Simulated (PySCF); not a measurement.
# C2H8F3NSi2: what the fields show

Input file:

```
{"job": {"kind": "nmr", "xc": "PBE0", "basis": "pcSseg-1"}, "charge": 0, "multiplicity": 1}
C      1.698619    -1.094349    -0.234017
Si     0.450814     0.126000     0.518638
Si    -1.740485     0.023611    -0.223753
N     -2.292759    -1.516693     0.323145
C      1.141270     1.849571    -0.085749
F      1.086940     1.983818    -1.431799
F      0.443272     2.895281     0.413818
F      2.427673     2.067675     0.254366
H      1.473027    -2.115170     0.059491
H      2.716985    -0.873022     0.079529
H      1.675413    -1.054660    -1.321176
H      0.712134     0.234045     1.966941
H     -1.885527    -0.056059    -1.680410
H     -2.543486     1.172178     0.236823
H     -3.169493    -1.867217    -0.027665
H     -2.201996    -1.766066     1.294694
```

Launched as:

```sh
OMP_NUM_THREADS=1 python probes_run.py task.json out
```

Geometry: GFN2-xTB.

The calculation used PBE0/pcSseg-1, SCF density, gas phase, non-relativistic (PySCF 2.14.0).

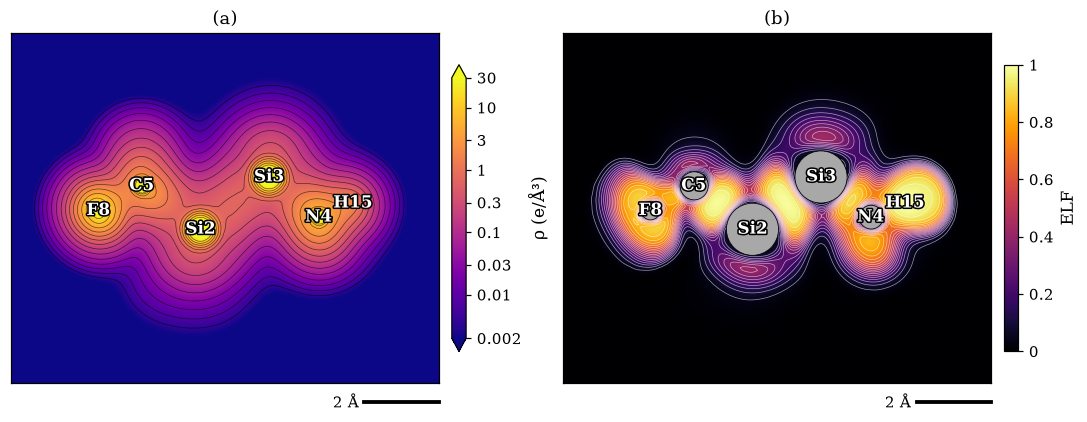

Figure 1. (a) electron density; (b) electron localisation function on the plane of atoms Si3, Si2 and C5. Grey discs cover the atomic cores in the ELF map.

Question: Read the bonding off the picture.

Answer: The section cuts through Si, N, C, F and H sites. C–F (1.35 Å): the density is about 2.3 e/Å³ at the midpoint, with its minimum of 1.8 e/Å³ about 0.5 Å from C; the ELF peaks at about 0.85 between the atoms (a shared but strongly polarised pair). Si–N (1.73 Å): ρ at the midpoint is about 1.1 e/Å³; the ELF peaks at about 0.90 between the atoms (a polar covalent bond). Si–Si (2.32 Å): ρ at the midpoint is about 0.68 e/Å³; the ELF peaks at about 1 between the atoms, as expected for a covalent bond. N–H (1.01 Å): the density is about 2.8 e/Å³ at the midpoint; the ELF climbs to about 1 towards the hydrogen, as it does in any bond to H; a covalent bond by its length. C–Si (1.95 Å): the density is about 0.91 e/Å³ at the midpoint; the ELF peaks at about 1 between the atoms: a covalent bond. The ELF also peaks beside F8, away from the bonds: lone-pair regions.

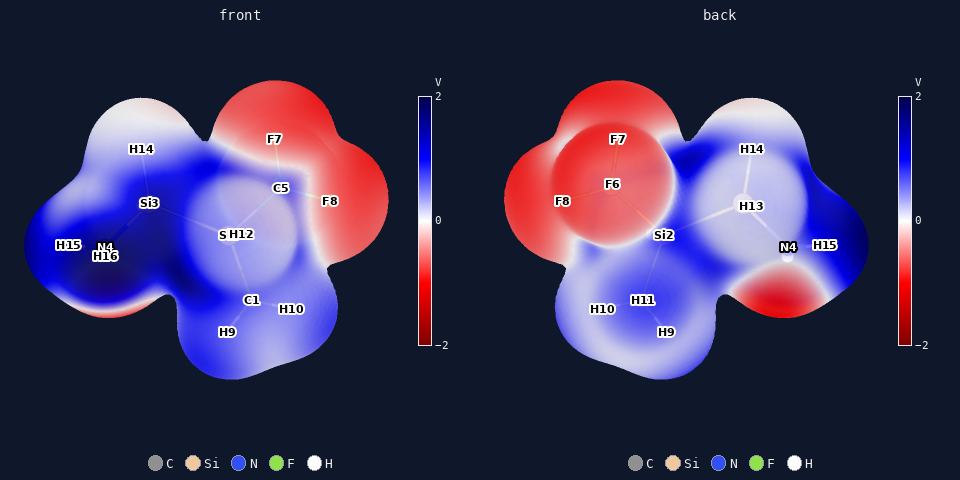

Figure 2. The electrostatic potential painted on the density surface at 0.002 e/bohr³, seen from the front and from behind; red is negative and blue positive.

Question: Describe the electrostatic potential map.

Answer: The most negative region (about −1.0 V) lies over N4, the most positive (about +1.9 V) over H15 and H16.

Question: How polar is the molecule by this calculation?

Answer: Its dipole moment is 3.92 D.
